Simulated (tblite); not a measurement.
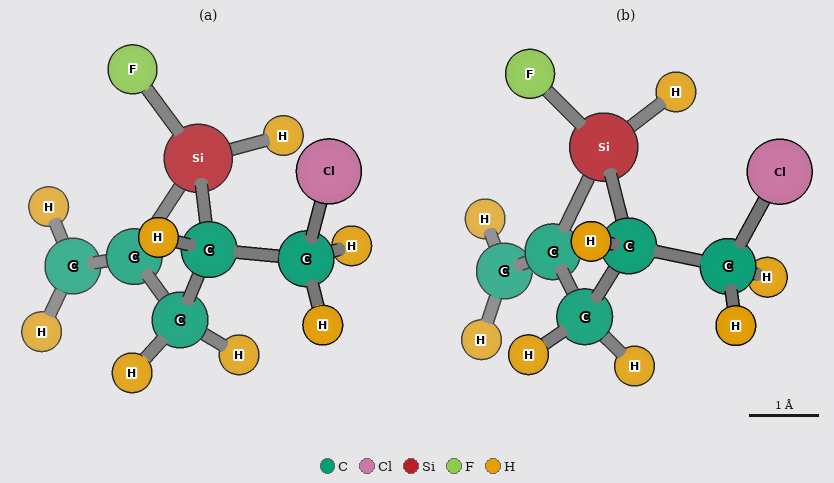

The structure of C₅H₈ClFSi before (left) and after (right) a relaxation, at one scale.

A ball-and-stick model, seen from a free direction.

Level of theory: GFN2-xTB geometry optimisation, gas phase (tblite). 

### Describe what moved and what it gained.

An H atom moves most after the best rigid fit: 0.76 Å. By element the largest moves are H 0.76 Å, Cl 0.66 Å, F 0.34 Å, C 0.29 Å, Si 0.27 Å. Among the contacts that change: F–Si 1.691 → 1.615 Å, C–Si 1.857 → 1.922 Å, C–C 1.497 → 1.551 Å, C–Si 1.842 → 1.891 Å. Among the angles between lasting bonds that change: F–Si–H 116.4° → 104.6°, C–Si–H 114.0° → 122.1°, C–Si–H 116.6° → 124.3°. The energy falls by 57.2 kJ/mol in 111 geometry steps. The run took 0.75 s on 1 thread of Arm Neoverse V2, on a shared host.
